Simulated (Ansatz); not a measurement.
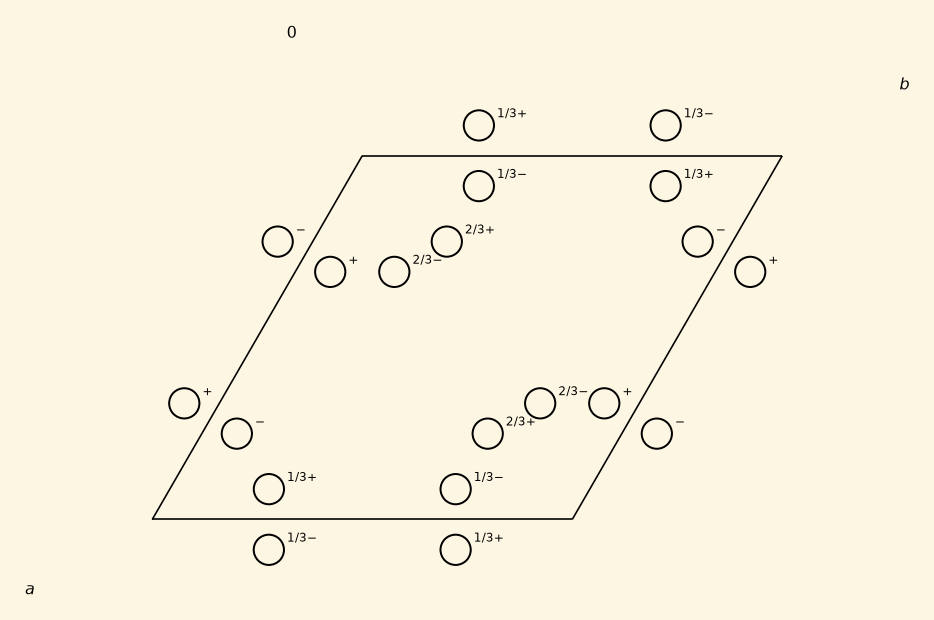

General positions of a space group, projected down c, computed from the operations of a computed or model structure of composition Si2N, which need not be its known form.

A circle is a general position, a comma marks the mirror image, + and − with a fraction give the height (along the projection axis: ½+ is ½ plus the coordinate, − is its negative), and a split circle stands for two positions above each other.

> Identify the space group.

P6_422, No. 181; primitive hexagonal, point group 622, 12 general positions a cell.

> Write the general positions (in any order).

x, y, z; x−y, x, z+2/3; −y, x−y, z+1/3; −x, −y, z; −x+y, −x, z+2/3; y, −x+y, z+1/3; −y, −x, −z+1/3; −x, −x+y, −z+2/3; −x+y, y, −z; y, x, −z+1/3; x, x−y, −z+2/3; x−y, −y, −z
